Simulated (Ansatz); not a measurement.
# Run report: CH$_{4}$BFOSi, frequency calculation

System: CH$_{4}$BFOSi, SMILES O=CB[SiH2]F.
Method: B3LYP/6-31G*, RKS (Ansatz 0.2.0).

The geometry was optimised with B3LYP/6-31G*. Figures and captions count atoms from 1; the log counts them from 0 in places.

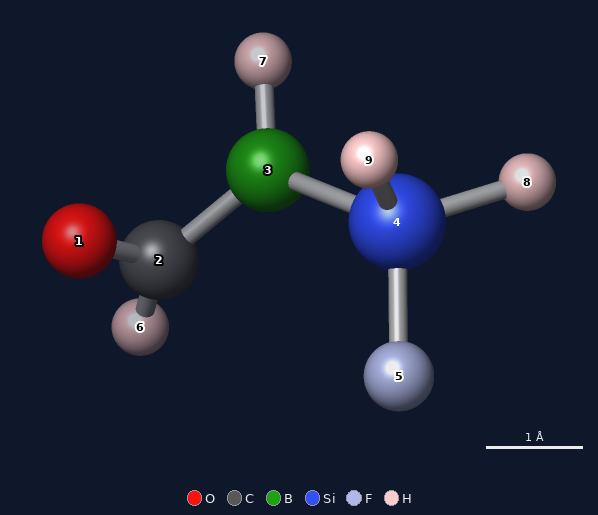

**Figure 1.** The input geometry (ball-and-stick view, seen at a tilt; atoms are numbered from 1 in the order of the input). Bond lengths as drawn: B–C 1.54 Å, B–H 1.20 Å, B–Si 2.01 Å, C–H 1.11 Å, C–O 1.23 Å, F–Si 1.62 Å and H–Si 1.49 Å.

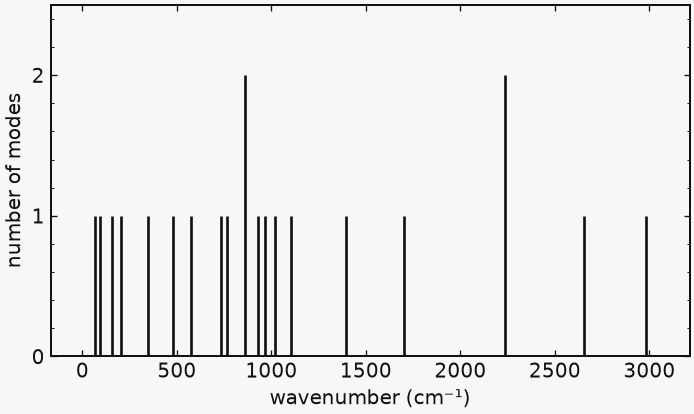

**Figure 2.** Harmonic vibrational wavenumbers from the force constants; neighbouring modes closer than 13 cm⁻¹ are counted in one stick. 21 modes from 65 to 2981 cm⁻¹, none imaginary.

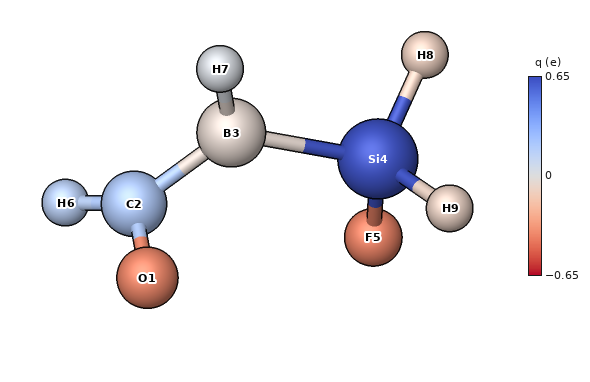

**Figure 3.** Mulliken charges, as the colour of each atom (ball-and-stick view, seen at a tilt; atoms are numbered from 1 in the order of the input; Mulliken charges depend strongly on the basis). By element: O −0.37, C +0.19, B −0.05, Si +0.62, F −0.38 and H −0.09 to +0.14 e.

The input that produced these results follows, with the program's output.

## Input
```yaml
crystal:
  periodic: [false, false, false]
  atoms:
    - {symbol: O, position_ang: [-0.866047, 0.848326, 1.829558]}
    - {symbol: C, position_ang: [-0.167006, 1.414817, 0.987481]}
    - {symbol: B, position_ang: [0.639838, 0.215806, 0.441853]}
    - {symbol: Si, position_ang: [-0.075782, -1.014100, -0.979323]}
    - {symbol: F, position_ang: [-1.342765, -0.360668, -1.754736]}
    - {symbol: H, position_ang: [-0.236198, 2.505021, 0.812663]}
    - {symbol: H, position_ang: [1.646911, -0.069538, 1.020133]}
    - {symbol: H, position_ang: [0.996630, -1.273343, -1.983059]}
    - {symbol: H, position_ang: [-0.507181, -2.312522, -0.391870]}
basis:
  gaussian: {orbitals: "6-31G*"}
hamiltonian: {xc: {name: B3LYP}}
phonons: {temperatures: {t_min: 298.15, t_max: 298.15, t_step: 1}}
```

Run as:
```bash
ansatz run in.yaml --threads 1 --pin off --max-ram 3480MiB --events-out events.jsonl --progress --plain --runs-dir runs
```

## Log
```
Functional definition: B3LYP
  name "B3LYP"
  parameter a0 = 0.2
  parameter ax = 0.72
  parameter ac = 0.81
  exchange = (1 - a0 - ax)*slater_x + ax*b88_x + a0*exact_x
  correlation = (1 - ac)*vwn_rpa_c + ac*lyp_c
910 factors; integrals over basis functions are off by at most 4.8e-4 eV
mean field evaluation 1: about -14415.9723 eV, gradient 4.7e1 eV
mean field evaluation 2: about -14393.8331 eV, gradient 1.1e2 eV
mean field evaluation 4: about -14419.8845 eV, gradient 6.7e0 eV
mean field evaluation 8: about -14419.9768 eV, gradient 5.1e-1 eV
mean field evaluation 16: about -14419.9775 eV, gradient 1.7e-5 eV
mean field -14419.97749891 eV, -529.9243988731 hartree, gradient 1.7e-5 eV, S^2 0.000000; 0 other end points of the search recorded, 0 dependent functions left out
the calculation of the forces begins
reference -14419.97773076 eV, -529.9244073936 hartree; 23, 23 occupied and 64, 64 virtual orbitals, 910 factors
these checks for a lower state are left out or cut short: stability, starts, cluster_reference, orbital_swaps, neighbouring_geometries, increment
910 factors; integrals over basis functions are off by at most 4.8e-4 eV
mean field -14419.97741719 eV, -529.9243958699 hartree, gradient 8.4e-7 eV, S^2 0.000000; 0 other end points of the search recorded, 0 dependent functions left out
[... from here on the field's lines of each further geometry are left out, up to the last ...]
the calculation of the forces begins
reference -14419.97771477 eV, -529.9244068057 hartree; 23, 23 occupied and 64, 64 virtual orbitals, 910 factors
these checks for a lower state are left out or cut short: stability, starts, cluster_reference, orbital_swaps, neighbouring_geometries, increment
910 factors; integrals over basis functions are off by at most 4.8e-4 eV
mean field -14419.97748728 eV, -529.9243984458 hartree, gradient 1.8e-6 eV, S^2 0.000000; 0 other end points of the search recorded, 0 dependent functions left out
the calculation of the forces begins
reference -14419.97771913 eV, -529.9244069659 hartree; 23, 23 occupied and 64, 64 virtual orbitals, 910 factors
Total energy: -14419.97773076 eV, -529.9244073936 hartree
Atom 0 at    -0.866047     0.848326     1.829558 Å, force    -0.000056    -0.000152     0.000947 eV/Å
Atom 1 at    -0.167006     1.414817     0.987481 Å, force     0.000072    -0.001161    -0.001548 eV/Å
Atom 2 at     0.639838     0.215806     0.441853 Å, force    -0.000921     0.000876    -0.000343 eV/Å
Atom 3 at    -0.075782    -1.014100    -0.979323 Å, force     0.001091    -0.001171     0.000548 eV/Å
Atom 4 at    -1.342765    -0.360668    -1.754736 Å, force    -0.000485     0.000533     0.000102 eV/Å
Atom 5 at    -0.236198     2.505021     0.812663 Å, force     0.000314     0.000179     0.000086 eV/Å
Atom 6 at     1.646911    -0.069538     1.020133 Å, force     0.000239     0.000019     0.000135 eV/Å
Atom 7 at     0.996630    -1.273343    -1.983059 Å, force    -0.000429     0.000020     0.000945 eV/Å
Atom 8 at    -0.507181    -2.312522    -0.391870 Å, force     0.000175     0.000856    -0.000871 eV/Å
Dipole moment:     0.401627     0.215519    -0.054177 e Å
Vibrations: 64.58 93.36 156.23 206.68 348.01 477.07 573.19 732.44 763.11 852.49 864.70 927.34 967.86 1018.57 1104.62 1394.71 1701.69 2232.10 2244.99 2652.17 2980.51 cm⁻¹, zero-point energy 1.385921 eV
```

## Summary

| quantity | value |
| --- | --- |
| outcome | converged |
| total energy | −529.924407 hartree |
| basis functions | 87 |
| largest force | 0.002 eV/Å |
| zero-point energy | 0.050932 hartree |
| dipole moment | 2.20 D |
| wavenumbers, lowest and highest | 65 and 2981 cm⁻¹ |
| hardware | 1 thread of Arm Neoverse V2, 24 GiB of memory available, shared host |
| wall time | 2 min |
| peak memory | 0.17 GiB |
